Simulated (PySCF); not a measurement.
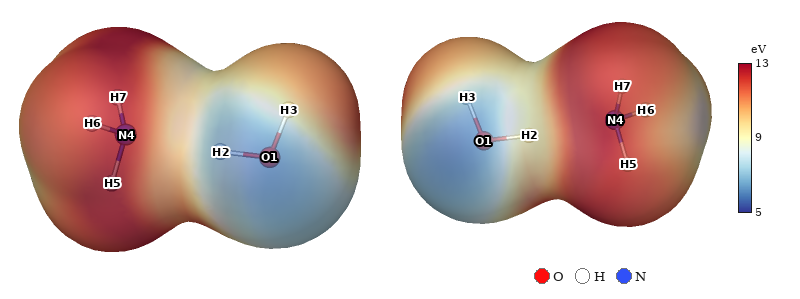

H₅NO, SMILES `O.N`. Average local ionisation energy on the surface of electron density 0.001 a.u. (back view left, front view right).

Level of theory: PBE/cc-pVDZ (PySCF), at a geometry from GFN2-xTB. The pair's geometry is semi-empirical, so its contact may be too short or too long.

Geometry (Å), atoms numbered from 1:

```
O1      -1.5132   -0.0992    0.0003
H2      -0.5397   -0.0945    0.0028
H3      -1.7853    0.8197    0.0003
N4       1.3349    0.0188    0.0009
H5       1.6013   -0.9213    0.2668
H6       1.7067    0.1961   -0.9242
H7       1.7780    0.6617    0.6456
```

Q: Where are the most loosely bound electrons on this surface?

A: The lowest value is 5.7 eV, 1.8 Å from O1, and at like points elsewhere. Further minima include 8.0 eV, near H6 (1.73 Å), H7 (1.80 Å), H5 (1.84 Å) and N4 (1.88 Å); 8.7 eV, 1.7 Å from H2. For comparison, the highest occupied orbital lies at −4.8 eV.
